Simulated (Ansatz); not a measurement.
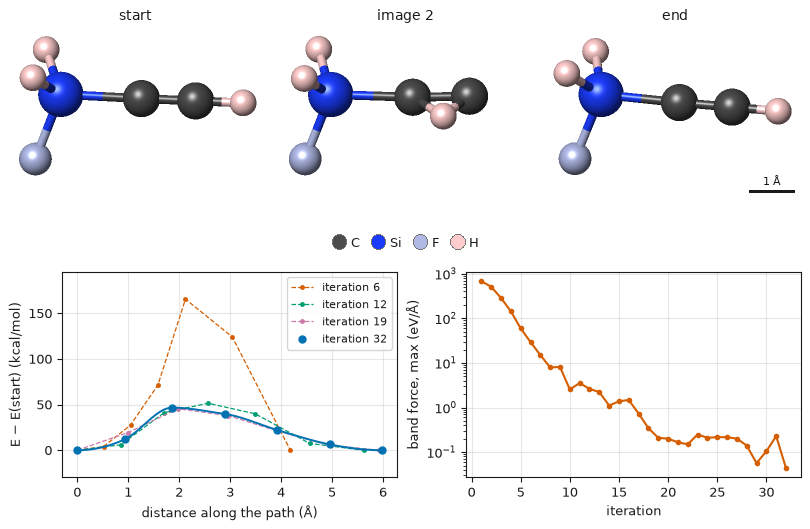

A nudged-elastic-band calculation for C2H3FSi. Images are numbered from 0 (start) to 6 (end). The plot follows the band through its iterations. Style: ball-and-stick. Shown from a free direction.

Method: Ansatz 0.2.0, RKS revPBE-D4/6-31G*. Settings: 5 movable images; climbing image; force threshold 0.05 eV/Å; iteration limit 60; starting path through a guess of the saddle point.

Question: Judge this run.

Answer: The result is final at these settings. The band converged in 32 iterations. The largest component of the band force went from 680 to 0.044 eV/Å. The climbing image converged on the top of the path. Its vibrational analysis gives one imaginary mode (804i cm⁻¹), as a transition state must have. The first iteration put the highest image at 4855.6 kcal/mol. The barrier is about 46.7 kcal/mol in both directions, with image 2 at the top; the ends have the same energy.
